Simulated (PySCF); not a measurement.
# C3H3N, SMILES `C=CC#N`: electronic structure

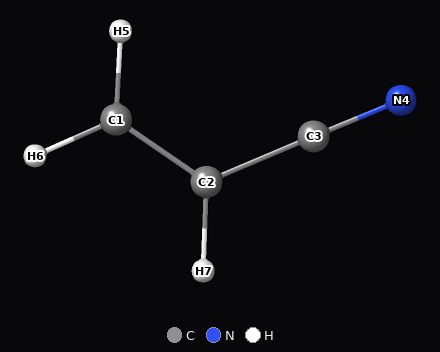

The molecule, with its atoms numbered as below. No frequency check shows the geometry to be a minimum.

Coordinates in Å:

```
C1       1.5865   -0.3562    0.0000
C2       0.5770    0.5065    0.0000
C3      -0.7727    0.0948    0.0000
N4      -1.8723   -0.2291    0.0000
H5       1.4194   -1.4209    0.0000
H6       2.6108   -0.0240    0.0000
H7       0.7306    1.5782    0.0000
```

## 1. In an electric field

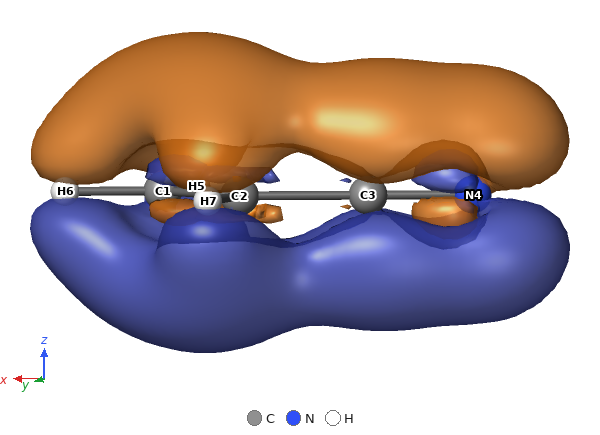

Change of the electron density in a uniform field of 0.26 V/Å, surfaces at ±0.001 e/Å³ (orange: gain, blue: loss).

Method: PBE/def2-TZVP; geometry: GFN2-xTB; program: PySCF. A basis without diffuse functions makes polarisabilities too small.

Question: Along which Cartesian direction does the field point?

Answer: Along −z: electrons gather on the +z side, against the field.

Question: How large is the response?

Answer: The induced dipole is 0.31 D (along the field); α along this axis, from the fields in both directions, is 24 bohr³ (3.6 Å³).

Question: Which atoms gain and lose the most charge?

Answer: Hardly any: no atom's Hirshfeld charge changes by as much as 0.002 e. The density shifts from one side of each atom to the other; 0.036 electrons are displaced in all.

## 2. Removing or adding an electron

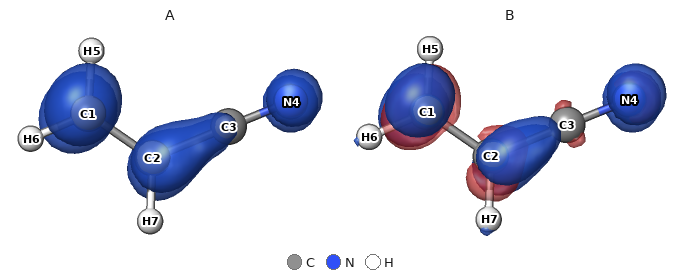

The Fukui function f⁺ from two separate SCF calculations and the density of the LUMO, at ±0.05 e/Å³ (blue positive, red negative).

Computed with PySCF, B3LYP/def2-SVP, geometry: GFN2-xTB.

Question: Which panel is which, and how good is the frozen-orbital picture?

Answer: B is f⁺ (it has negative regions), A the LUMO density. The LUMO lies on C1 (36 %), C2 (24 %) and N4 (16 %); f⁺ (Hirshfeld-condensed) is largest on C1 (0.24), N4 (0.21) and C2 (0.17); the vertical electron affinity is −0.81 eV (the stability of the anion's solution wasn't checked; negative, but this basis has no diffuse functions, so it doesn't show that the anion is unbound). Relaxation shifts 20 % of the electron between atoms. The orbital energy is −1.70 eV.

## 3. The π system

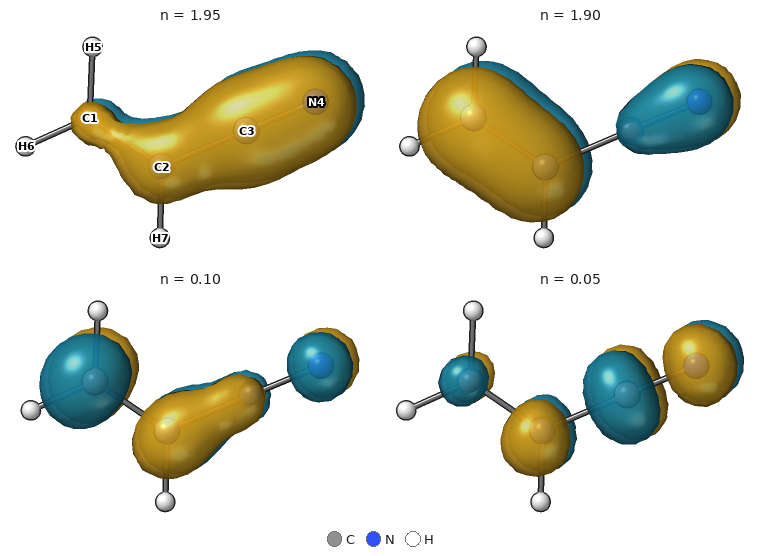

Natural orbitals of the π active space, CASSCF(4,4), singlet state, in order of falling occupation. The active space holds only one of the two perpendicular π systems.

Method: def2-SVP basis; geometry: GFN2-xTB; program: PySCF.

Question: How multiconfigurational is the state?

Answer: The leading determinant weighs 0.93; the effective number of unpaired electrons, Σ n²(2−n)², is 0.09; the most occupied of the weakly occupied orbitals holds 0.10 e, as in an ordinary closed-shell π system. The active space lowers the energy by 1.50 eV against Hartree–Fock.

Question: Where does the lowest triplet lie relative to the singlet, at this geometry and within this active space?

Answer: 4.19 eV above it by strongly contracted NEVPT2 (+3.96 eV by CASSCF); a small basis tends to put such gaps a few tenths of an eV too high. This is a vertical energy for π states alone; a state that uses lone pairs or σ orbitals may lie lower.

The PySCF runs shown took 11 s, 18 s and 2.7 s on 1 thread of AMD EPYC 9R45 96-Core Processor (Zen 5), with other jobs on the host.
